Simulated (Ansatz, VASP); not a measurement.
# CdTe: VASP beside Ansatz

Aim: how closely do two programs agree when they are given the same cell, functional and k mesh?

Calculated with Ansatz 0.2.0; plane waves, with VASP 6.6.1 beside it; single point at LDA.

The database entry behind the starting cell differs from later determinations by our own check (an axis about 1.1 % short against later determinations), so it need not match the best structure at ambient conditions.

### 1. Set-up

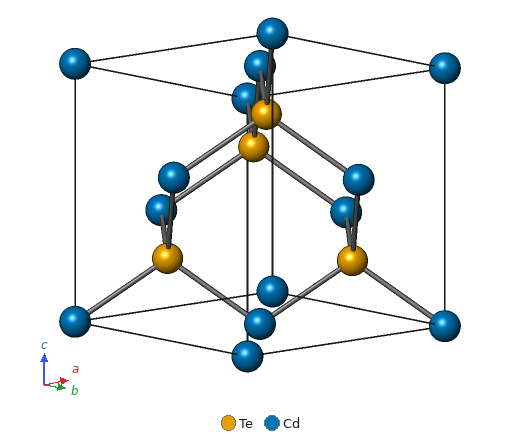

Start, viewed from a free direction; tellurium orange, cadmium blue. This picture shows the conventional cell, with its axes. Bonds to atoms that aren't drawn are left out. Some periodic images of atoms are drawn too.

Structure file:

```cif
data_structure
_symmetry_space_group_name_H-M 'P 1'
_symmetry_Int_Tables_number 1
_cell_length_a 4.5326
_cell_length_b 4.5326
_cell_length_c 4.5326
_cell_angle_alpha 60.000
_cell_angle_beta 60.000
_cell_angle_gamma 60.000
_cell_volume 65.84
loop_
_atom_site_label
_atom_site_type_symbol
_atom_site_fract_x
_atom_site_fract_y
_atom_site_fract_z
_atom_site_occupancy
Te1 Te 0.75000 0.75000 0.75000 1
Cd2 Cd 0.00000 0.00000 0.00000 1
```

### 2. Ansatz: single point, LDA

Ansatz runs on its default PAW (the set named soft_2) files.

A single point gives forces, pressure and levels at one fixed geometry, so differences don't come from the geometry; what else differs is listed under the comparison.

The input, input.yaml:

```yaml
crystal:
  lattice:
    - [0.0, 3.205, 3.205]
    - [3.205, 0.0, 3.205]
    - [3.205, 3.205, 0.0]
  atoms:
    - { symbol: Te, position: [0.75, 0.75, 0.75] }
    - { symbol: Cd, position: [0.0, 0.0, 0.0] }
hamiltonian:
  xc: lda
  pseudopotentials: { kind: paw }
kpoints:
  mp_grid: { grid: [6, 6, 6] }
scf:
  occupations: { method: gaussian, width: 0.01 }
  n_extra_bands: 4
output:
  forces: true
  stress: true
  eigenvalues: true
```

On the command line:

```console
$ ansatz run input.yaml --threads 2 --pin off --max-ram 4608MiB --backend cpu --events-out ev --progress --plain --runs-dir out
```

Numbers of over 12 decimals in the logs are rounded to 6 here.

What it wrote:

```text
scf.n_extra_bands = 4 over 18 filled bands (N_el = 36.0): the run solves 22 bands
Engine: ansatz 0.2.0, aarch64-unknown-linux-gnu
Pseudopotentials: kind: paw
Pseudopotential: Te, paw, valence charge 16, recommended cutoff 420 eV (normal), Te.paw.azcp
Pseudopotential: Cd, paw, valence charge 20, recommended cutoff 420 eV (normal), Cd.paw.azcp
Functional definition: SPW92
  exchange = slater_x
  correlation = pw_c
Crystal: 2 atoms, lattice volume = 65.844 Å³
Basis set: ecut = 420 eV, 1243 PW (Γ)
Bands: 22, of which v1, the nominal top of the filled ones, is band 18 counted from 1 (17 counted from 0)
Symmetry: 24 space group operations
Space group: F-43m (ITA 216), of the structure as read, at distance tolerance 4.0e-5 Å
k-points: 16 of 216 (time reversal used)
Non-local potential: Te, projectors of the file, l = 0: 2, l = 1: 2, l = 2: 2, l = 3: 2
Non-local potential: Cd, projectors of the file, l = 0: 3, l = 1: 2, l = 2: 2, l = 3: 1
PAW form: soft (Blöchl's): semilocal exchange-correlation on the pseudo side does not see the compensation charge
PAW frozen core: Te, regenerated for the run's functional, and the local potential with it (the file was generated under x = pbe(κ = 0.804, μ = 0.219515), c = pbe(β = 0.066725))
PAW frozen core: Cd, regenerated for the run's functional, and the local potential with it (the file was generated under x = pbe(κ = 0.804, μ = 0.219515), c = pbe(β = 0.066725))
PAW one-centre angular grid: Te, 590 points (default); XC on 64 Gauss nodes
PAW one-centre angular grid: Cd, 590 points (default); XC on 64 Gauss nodes
Initial density: superposition of atomic densities (neutral atoms: chi_scale 0, normalization atom), corrected by the library's trained network
Initial wavefunctions: pseudopotential atomic-orbital guess
Functional: x = slater, c = lda
SCF iter   1: F=—  HF=-14945.811249 eV  |F-HF|=—  |Δ(HF+E_count)|=         —  Δρ=6.50e-3  dr2=2.03e-2  ethr=1.77e-3  ⟨swp⟩=6.4  Hψ=1684  notcnv=0
preconditioner: auto → none  [insulator: Δε(μ)=0.571 eV  Ē_g=11.383 eV  σ=0.010 eV  W_gap=1.00  n_scr=14 (ndim 8)  ℏωp=19.4 eV  f_vac=0.179  D(μ)=0.00/eV (n_scr^D=0)  ε∞_Penn≈3.9]
SCF iter   2: F=—  HF=-14945.804293 eV  |F-HF|=—  |Δ(HF+E_count)|=   6.96e-3  Δρ=2.11e-3  dr2=1.28e-3  ethr=5.65e-5  ⟨swp⟩=3.6  Hψ=855  notcnv=0
SCF iter   3: F=—  HF=-14945.804186 eV  |F-HF|=—  |Δ(HF+E_count)|=   1.07e-4  Δρ=1.02e-3  dr2=3.05e-4  ethr=3.56e-6  ⟨swp⟩=2.0  Hψ=544  notcnv=0
SCF iter   4: F=—  HF=-14945.804189 eV  |F-HF|=—  |Δ(HF+E_count)|=   3.34e-6  Δρ=3.03e-4  dr2=5.79e-5  ethr=8.48e-7  ⟨swp⟩=2.0  Hψ=518  notcnv=0
SCF iter   5: F=—  HF=-14945.804168 eV  |F-HF|=—  |Δ(HF+E_count)|=   2.16e-5  Δρ=2.03e-5  dr2=2.50e-7  ethr=1.61e-7  ⟨swp⟩=2.0  Hψ=489  notcnv=0
SCF iter   6: F=-14945.804168 eV  HF=-14945.804168 eV  |F-HF|=1.84e-8  |Δ(HF+E_count)|=   9.37e-8  Δρ=6.83e-6  dr2=2.09e-8  ethr=2.78e-10  ⟨swp⟩=6.5  Hψ=1573  notcnv=0
SCF 1 converged in 6 iterations: F = -14945.804168 eV  dr2 = 2.09e-8
  greatest PAW one-centre occupation: 1.000 electrons in one spin orbital (limit 2), on the Cd atom at site 1 (counted from 0), in its partial waves of l = 0
SCF converged after 6 iterations
Free energy (F): -14945.804168 eV
Harris-Foulkes:  -14945.804168 eV  (|F-HF|=1.84e-8)
Internal energy: -14945.804168 eV  (E = F + TS)
E sigma→0 (E₀):  -14945.804168 eV
Fermi energy:    7.925467 eV
--- Per-component energies (eV) ---
  E_band       = -786.057319
  E_kinetic    = 687.586678
  E_local      = -5359.069993  (includes V_loc(G=0)·N_el)
  E_nonlocal   = -263.899247
  E_hartree    = 2700.115771
  E_xc         = -299.544914
  E_vxc        = -326.523591  (∫ρ·V_xc dr)
  E_paw        = -8457.692166  (= ΣΔE_a)
  E_vpaw       = -924.389778  (= ΣTr[D̂ρ^β])
  E_aug_tail   = -0.000224  (compensation charges beyond the density's cutoff)
  E_ewald      = -3954.745301
  E_core_change = 1.445230  (= ΣΔE_core)
  E_smearing   = -0.000000  (= −TS)
  E_closure    = 0.000000  (closes the sum)
  Σ components = -14945.804168   (vs F -14945.804168, Δ=0.00e0)
--- Forces (eV/Å), atoms counted from 1 ---
  atom   1  Te     0.00000000    -0.00000000     0.00000000
  atom   2  Cd    -0.00000000     0.00000000     0.00000000
  max |Σ_I F_I| component: 1.27e-16 eV/Å
--- Stress (GPa, compression-positive) ---
       -0.008714      -0.000000       0.000000
        0.000000      -0.008714       0.000000
        0.000000       0.000000      -0.008714
  P = ⅓ Tr σ = -0.0087 GPa (-0.087 kbar)
--- Band table (eV; the first three rows and the last of 16) ---
  k-point 0: bands = [... 14 lower, -0.4797, 7.6210, 7.6210, 7.6210, 8.2297, 12.1324, 12.1324, 12.1324]
  k-point 1: bands = [... 14 lower, -0.4812, 5.7673, 7.3737, 7.3737, 9.3721, 12.2379, 12.4875, 12.4875]
  k-point 2: bands = [... 14 lower, -0.3922, 3.8366, 6.9642, 6.9642, 9.4105, 12.7809, 12.7809, 13.7839]
  k-point 15: bands = [... 14 lower, 0.0998, 3.1671, 5.2531, 5.3324, 11.2479, 11.2847, 14.2504, 14.5387]
```

Run time: 1 s. Hardware: 2 threads of Arm Neoverse V2, shared host; peak memory 0.32 GiB.

In the SCF lines HF is the Harris–Foulkes energy and dr2 the Hartree energy of the density residual, in eV; the loop may stop once dr2 is under the threshold and the program's other checks hold. Hψ counts applications of the Hamiltonian.

The run ends at a pressure of -0.01 GPa.

### 3. VASP: single point, LDA

The same cell, functional (in two slightly different forms), mesh and smearing now go to VASP, with its own data sets and cutoff.

Lines of VASP's logs that name or quote its potential files are left out, and so is its time.

The input, INCAR:

```
SYSTEM = CdTe
PREC = Accurate
ENCUT = 380
EDIFF = 1E-08
NELM = 100
ISMEAR = 0
SIGMA = 0.01
LREAL = .FALSE.
ALGO = Normal
GGA = CA
NBANDS = 19
LORBIT = 11
LWAVE = .TRUE.
LCHARG = .FALSE.
KPAR = 4
```

The input, POSCAR:

```
CdTe
1.0
    0.0000000000      3.2050000000      3.2050000000
    3.2050000000      0.0000000000      3.2050000000
    3.2050000000      3.2050000000      0.0000000000
Te Cd
1 1
Direct
    0.7500000000      0.7500000000      0.7500000000
    0.0000000000      0.0000000000      0.0000000000
```

The input, KPOINTS:

```
Automatic mesh
0
Gamma
6 6 6
0 0 0
```

The projector-augmented-wave data sets are Te_GW and Cd_sv_GW (LDA family, release 64).

On the command line:

```console
$ mpirun -np 4 vasp_std
```

What it wrote:

```text
[banner, memory and clock lines left out]
running    4 mpi-ranks, on    1 nodes
 distrk:  each k-point on    1 cores,    4 groups
 distr:  one band on    1 cores,    1 groups

 POSCAR found type information on POSCAR TeCd
 POSCAR found :  2 types and       2 ions
 LDA part: xc-table for (Slater(with rela. corr.)+CA(PZ))
 , standard interpolation
 POSCAR, INCAR and KPOINTS ok, starting setup
 FFT: planning ... GRIDC
 FFT: planning ... GRID_SOFT
 FFT: planning ... GRID
 WAVECAR not read
 entering main loop
       N       E                     dE             d eps       ncg     rms          rms(c)
DAV:   1     0.279886018052E+03    0.27989E+03   -0.12697E+04   736   0.122E+03
DAV:   2     0.177685704477E+02   -0.26212E+03   -0.24509E+03   637   0.520E+02
DAV:   3    -0.553422758119E+01   -0.23303E+02   -0.23124E+02   864   0.149E+02
DAV:   4    -0.626705305603E+01   -0.73283E+00   -0.73216E+00   813   0.302E+01
DAV:   5    -0.630259516123E+01   -0.35542E-01   -0.35540E-01   930   0.642E+00    0.250E+01
DAV:   6    -0.607314235813E+01    0.22945E+00   -0.53476E-01   952   0.127E+01    0.170E+01
DAV:   7    -0.605535630260E+01    0.17786E-01   -0.27630E-01   965   0.505E+00    0.128E+00
DAV:   8    -0.604686039639E+01    0.84959E-02   -0.30125E-02   957   0.131E+00    0.366E-01
DAV:   9    -0.604592530765E+01    0.93509E-03   -0.58763E-03   861   0.729E-01    0.520E-02
DAV:  10    -0.604594533909E+01   -0.20031E-04   -0.32762E-04   845   0.158E-01    0.239E-02
DAV:  11    -0.604594593709E+01   -0.59800E-06   -0.20723E-05  1024   0.408E-02    0.485E-03
DAV:  12    -0.604594628063E+01   -0.34354E-06   -0.13215E-06   877   0.131E-02    0.846E-03
DAV:  13    -0.604594622796E+01    0.52673E-07   -0.29123E-07   992   0.904E-03    0.416E-04
DAV:  14    -0.604594622911E+01   -0.11478E-08   -0.16019E-08   631   0.896E-04
   1 F= -.60459462E+01 E0= -.60459462E+01  d E =-.299664-130
 writing wavefunctions
```

Parts of OUTCAR (step 3):

```text
ion  position               nearest neighbor table
   1  0.750  0.750  0.750-   2 2.78   2 2.78   2 2.78   2 2.78
   2  0.000  0.000  0.000-   1 2.78   1 2.78   1 2.78   1 2.78

  LATTYP: Found a face centered cubic cell.
 ALAT       =     6.4100000000

 Subroutine GETGRP returns: Found 24 space group operations
 (whereof 24 operations were pure point group operations)

The static configuration has the point symmetry T_d .

 Found     16 irreducible k-points:

   k-points           NKPTS =     16   k-points in BZ     NKDIM =     16   number of bands    NBANDS=     19

   dimension x,y,z NGX =    30 NGY =   30 NGZ =   30
   dimension x,y,z NGXF=    60 NGYF=   60 NGZF=   60

   ENCUT  =  380.0 eV  27.93 Ry    5.28 a.u.   7.20  7.20  7.20*2*pi/ulx,y,z

   NELECT =      26.0000    total number of electrons

 k-points in reciprocal lattice and weights: Automatic mesh
   0.00000000  0.00000000  0.00000000       0.005
   0.16666667  0.00000000  0.00000000       0.037
   0.33333333  0.00000000  0.00000000       0.037
   0.50000000  0.00000000  0.00000000       0.019
   0.16666667  0.16666667  0.00000000       0.028
   0.33333333  0.16666667  0.00000000       0.111
   0.50000000  0.16666667  0.00000000       0.111
  -0.33333333  0.16666667  0.00000000       0.111
  -0.16666667  0.16666667  0.00000000       0.056
[...]
-0.33333333  0.33333333  0.16666667       0.111
  -0.33333333  0.50000000  0.16666667       0.056

 average (electrostatic) potential at core
       1 -90.9436       2 -90.6229

 E-fermi :   3.7689

 k-point     1 :       0.0000    0.0000    0.0000
  band No.  band energies     occupation
    ...
      9      -4.5259      2.00000
     10      -4.5259      2.00000
     11       3.5983      2.00000
     12       3.5983      2.00000
     13       3.5983      2.00000
     14       4.2397      0.00000
     15       8.1058      0.00000
     16       8.1058      0.00000
     17       8.1058      0.00000
     18      10.8478      0.00000
    ...

 k-point     2 :       0.1667    0.0000    0.0000
  band No.  band energies     occupation
    ...
      9      -4.5280      2.00000
     10      -4.5280      2.00000
     11       1.7504      2.00000
     12       3.3499      2.00000
     13       3.3499      2.00000
     14       5.3685      0.00000
     15       8.2124      0.00000
     16       8.4592      0.00000
     17       8.4592      0.00000
     18      11.8513      0.00000
    ...

 k-point     3 :       0.3333    0.0000    0.0000
  band No.  band energies     occupation
    ...
      9      -4.5238      2.00000
     10      -4.4344      2.00000
     11      -0.1876      2.00000
     12       2.9399      2.00000
     13       2.9399      2.00000
     14       5.3999      0.00000
     15       8.7504      0.00000
     16       8.7504      0.00000
     17       9.7620      0.00000
     18      11.4511      0.00000
    ...

  Total       -0.1862862     -0.1862862     -0.1862862     -0.0000000     -0.0000000      0.0000000
  in kB       -4.5329119     -4.5329119     -4.5329119     -0.0000000     -0.0000000      0.0000000
  external PRESSURE =      -4.5329119 kB  Pullay stress =       0.0000000 kB

  energy-cutoff  :      380.00
  volume of cell :       65.84
      direct lattice vectors                 reciprocal lattice vectors
     0.000000000  3.205000000  3.205000000    -0.156006240  0.156006240  0.156006240
     3.205000000  0.000000000  3.205000000     0.156006240 -0.156006240  0.156006240
     3.205000000  3.205000000  0.000000000     0.156006240  0.156006240 -0.156006240

 POSITION                                       TOTAL-FORCE (eV/Angst)
 -----------------------------------------------------------------------------------
      4.80750      4.80750      4.80750         0.000000      0.000000      0.000000
      0.00000      0.00000      0.00000        -0.000000     -0.000000     -0.000000
 -----------------------------------------------------------------------------------
    total drift:                               -0.000001     -0.000001     -0.000001

  FREE ENERGIE OF THE ION-ELECTRON SYSTEM (eV)
  ---------------------------------------------------
  free  energy   TOTEN  =        -6.0459462291 eV

  energy  without entropy=       -6.0459462291  energy(sigma->0) =       -6.04594623

 total charge
# of ion       s       p       d       f       tot
--------------------------------------------------
    1        1.571   2.641   0.052   0.000   4.263
    2        2.320   6.254   9.163   0.004  17.740
--------------------------------------------------
tot          3.890   8.895   9.215   0.004  22.004

[... 3 further parts left out ...]
```

The run ends at a pressure of -0.45 GPa.

### 4. Side by side

Known differences besides the PAW data sets themselves: the two LDA forms differ slightly; the data sets hold 36 valence electrons in Ansatz (default PAW (the set named soft_2) files) and 26 in VASP; the cutoff is 420 eV in Ansatz and 380 eV in VASP; Ansatz makes its cores anew for this functional, VASP keeps those of its LDA data sets. Total energies have different zeros and are not compared.

The two programs side by side:

| quantity | Ansatz | VASP | difference |
| --- | --- | --- | --- |
| gap on the k mesh (eV) | 0.609 | 0.641 | -0.033 |

### 5. Summary of results

```
difference in gap on the k mesh (single point, LDA) : -0.033 eV
```

The difference in gap on the k mesh is -0.033 eV (single point, LDA), within the 0.08 eV picked in this series as the mark of a large difference. Differences of this kind measure data sets and numerical settings, not the functional's error against experiment.

[Lines on the potential files, build, host, timing and source positions are cut from VASP's logs without a mark.]

[Logs are printed without paths, hosts, clocks, repeated set-up lines and the standing remarks that a program may print on its own settings, such as how far it seeks lower states.]

[Hosts, paths, dates, database ids (printed as entryN), source tags and the programs' standing remarks are cut or masked in the printed files.]
